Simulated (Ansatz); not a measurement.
**One shape, several levels: singlet [N2H3]+**

Aim: a comparison of 6 runs (HF/STO-3G, HF/3-21G, HF/def2-TZVP, B3LYP/6-31G*, CAM-B3LYP/def2-TZVP, revPBE/def2-TZVP) of singlet [N2H3]+. 

The results are computed with Ansatz 0.2.0.

28 further runs of the same task are left out: 28 set aside as unsound or not needed.

### 1 Starting point

[N2H3]+ has 5 atoms, charge +1, and is taken as a singlet. As SMILES of the parent species, `[NH]N`. The shape is that of a PBE0-D4/def2-TZVP optimisation. This is one conformer, not always the lowest. That shape belongs to the parent species and isn't relaxed for this state.

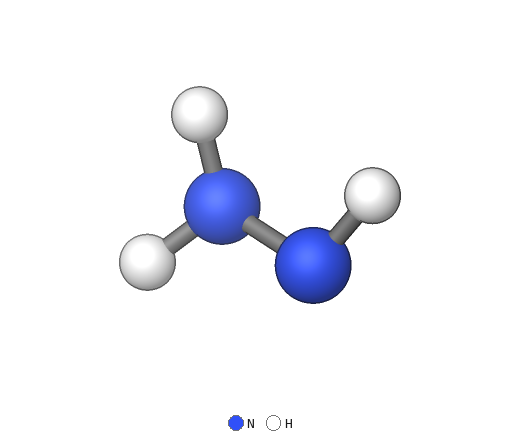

Viewed from a chosen angle; nitrogen blue, hydrogen white.

### 2 The energy at HF/STO-3G (run 1)

in.yaml reads:

```yaml
basis:
  gaussian:
    orbitals: STO-3G
crystal:
  periodic: [false, false, false]
  atoms:
    - {symbol: N, position_ang: [-0.187600, -0.818050, 0.454040]}
    - {symbol: N, position_ang: [-0.128660, 0.235610, -0.368450]}
    - {symbol: H, position_ang: [0.759840, -0.951450, 0.811270]}
    - {symbol: H, position_ang: [-1.030950, 0.592300, -0.640030]}
    - {symbol: H, position_ang: [0.587360, 0.941580, -0.256830]}
accuracy: high
total_charge: 1
output: {orbitals: {seedname: orbitals}}
hamiltonian:
  xc: hf
```

Command:

```sh
$ ansatz run in.yaml --threads 1 --pin off --max-ram 3480MiB --events-out events.jsonl --progress --plain --runs-dir runs
```

Standard output:

```text
Warning: RAYON_NUM_THREADS=1 ignored (pool sized by the plan → 1); use --threads N
Functional definition: HF
  name "HF"
  exchange = exact_x
  correlation = 0
209 factors; integrals over basis functions are off by at most 1.2e-8 eV
mean field evaluation 1: about -2962.7491 eV, gradient 1.0e1 eV
mean field evaluation 2: about -2962.8173 eV, gradient 1.0e1 eV
mean field evaluation 4: about -2963.2494 eV, gradient 1.5e0 eV
mean field evaluation 8: about -2963.2767 eV, gradient 1.0e-2 eV
mean field -2963.27667446 eV, -108.8984092054 hartree, gradient 6.0e-8 eV, S^2 0.000000; 0 other end points of the search recorded, 0 dependent functions left out
reference -2963.27667446 eV, -108.8984092054 hartree; 8, 8 occupied and 5, 5 virtual orbitals, 209 factors
Total energy: -2963.27667446 eV, -108.8984092054 hartree
```

It took 0.06 s on 1 thread of Arm Neoverse V1, shared host.

### 3 A single-point energy at HF/3-21G (run 2)

input.yaml reads:

```yaml
basis:
  gaussian:
    orbitals: 3-21G.json
crystal:
  periodic: [false, false, false]
  atoms:
    - {symbol: N, position_ang: [-0.187600, -0.818050, 0.454040]}
    - {symbol: N, position_ang: [-0.128660, 0.235610, -0.368450]}
    - {symbol: H, position_ang: [0.759840, -0.951450, 0.811270]}
    - {symbol: H, position_ang: [-1.030950, 0.592300, -0.640030]}
    - {symbol: H, position_ang: [0.587360, 0.941580, -0.256830]}
total_charge: 1
hamiltonian:
  xc: hf
accuracy: high
output:
  orbitals: {seedname: orbitals}
```

The basis set 3-21G is read from a file made from the Basis Set Exchange's data (not shown).

Command:

```sh
$ ansatz run input.yaml --threads 1 --pin off --max-ram 3480MiB --events-out events.jsonl --progress --plain --runs-dir runs
```

Standard output:

```text
Warning: RAYON_NUM_THREADS=1 ignored (pool sized by the plan → 1); use --threads N
[... 4 set-up lines as earlier in the session ...]
537 factors; integrals over basis functions are off by at most 2.8e-9 eV
mean field evaluation 1: about -2982.8066 eV, gradient 2.1e1 eV
mean field evaluation 2: about -2982.8007 eV, gradient 2.1e1 eV
mean field evaluation 4: about -2983.7568 eV, gradient 1.7e0 eV
mean field evaluation 8: about -2983.7782 eV, gradient 1.2e-1 eV
mean field -2983.77834597 eV, -109.6518317367 hartree, gradient 1.8e-8 eV, S^2 0.000000; 0 other end points of the search recorded, 0 dependent functions left out
reference -2983.77834597 eV, -109.6518317367 hartree; 8, 8 occupied and 16, 16 virtual orbitals, 537 factors
Total energy: -2983.77834597 eV, -109.6518317367 hartree
```

Run time: 0.12 s. Hardware: 1 thread of Arm Neoverse V1, shared host.

Runs 3 to 5 aren't shown in full; the table further down has their settings and results.

### 4 The energy at revPBE/def2-TZVP (run 6)

molecule.yaml reads:

```yaml
crystal:
  periodic: [false, false, false]
  atoms:
    - {symbol: "N", position_ang: [-0.187600, -0.818050, 0.454040]}
    - {symbol: "N", position_ang: [-0.128660, 0.235610, -0.368450]}
    - {symbol: H, position_ang: [0.759840, -0.951450, 0.811270]}
    - {symbol: H, position_ang: [-1.030950, 0.592300, -0.640030]}
    - {symbol: H, position_ang: [0.587360, 0.941580, -0.256830]}
basis:
  gaussian: {orbitals: def2-TZVP}
total_charge: 1
hamiltonian: {xc: {name: revPBE}}
accuracy: high
output: {orbitals: {seedname: orbitals}}
```

Command:

```sh
$ ansatz run molecule.yaml --threads 1 --pin off --max-ram 3480MiB --events-out events.jsonl --progress --plain --runs-dir runs
```

Standard output:

```text
Warning: RAYON_NUM_THREADS=1 ignored (pool sized by the plan → 1); use --threads N
Functional definition: revPBE
  name "revPBE"
  parameter kappa = 1.245
  parameter beta = 0.06672455060314922
  exchange = pbe_x(kappa = kappa, mu = beta*pi^2/3)
  correlation = pbe_c(beta = beta)
1425 factors; integrals over basis functions are off by at most 3.0e-9 eV
mean field evaluation 1: about -3010.2044 eV, gradient 6.8e1 eV
mean field evaluation 2: about -3001.6269 eV, gradient 8.9e1 eV
mean field evaluation 4: about -3018.9777 eV, gradient 8.0e0 eV
mean field evaluation 8: about -3019.1002 eV, gradient 9.2e-2 eV
mean field evaluation 16: about -3019.1002 eV, gradient 5.5e-7 eV
mean field -3019.10020571 eV, -110.9498861403 hartree, gradient 3.1e-8 eV, S^2 0.000000; 0 other end points of the search recorded, 0 dependent functions left out
reference -3019.10020883 eV, -110.9498862547 hartree; 8, 8 occupied and 72, 72 virtual orbitals, 1425 factors
Total energy: -3019.10020883 eV, -110.9498862547 hartree
```

Run time: 2.5 s. Hardware: 1 thread of Arm Neoverse V1, shared host; peak memory 0.15 GiB.

### 5 All runs side by side

| run | level | energy (Eh) | HOMO energy (eV) | LUMO energy (eV) | HOMO–LUMO gap (eV) | wall time |
| --- | --- | --- | --- | --- | --- | --- |
| 1 | HF/STO-3G | -108.898409 | -21.54 | -5.21 | 16.34 | 0.06 s |
| 2 | HF/3-21G | -109.651832 | -22.09 | -6.45 | 15.64 | 0.12 s |
| 3 | HF/def2-TZVP | -110.323521 | -22.14 | -6.48 | 15.66 | 1.1 s |
| 4 | B3LYP/6-31G* (spherical functions) | -110.920009 | -17.25 | -11.62 | 5.63 | 1.1 s |
| 5 | CAM-B3LYP/def2-TZVP | -110.916596 | -19.12 | -10.08 | 9.04 | 2.9 s |
| 6 | revPBE/def2-TZVP | -110.949886 | -15.74 | -12.62 | 3.11 | 2.5 s |

### 6 Results

| quantity | value |
| --- | --- |
| run 6: total energy | -110.94989 Eh |
| run 6: HOMO energy | -15.74 eV |
| run 6: LUMO energy | -12.62 eV |
| run 6: HOMO–LUMO gap | 3.11 eV |

In words: The HOMO–LUMO gap runs from 3.11 eV (revPBE/def2-TZVP) to 16.34 eV (HF/STO-3G). The two ends differ in method and basis. Totals of different functionals can't be ranked against each other. In run 1 the basis is minimal, so the values are rough. All runs together took 7.7 s, the longest 2.9 s.
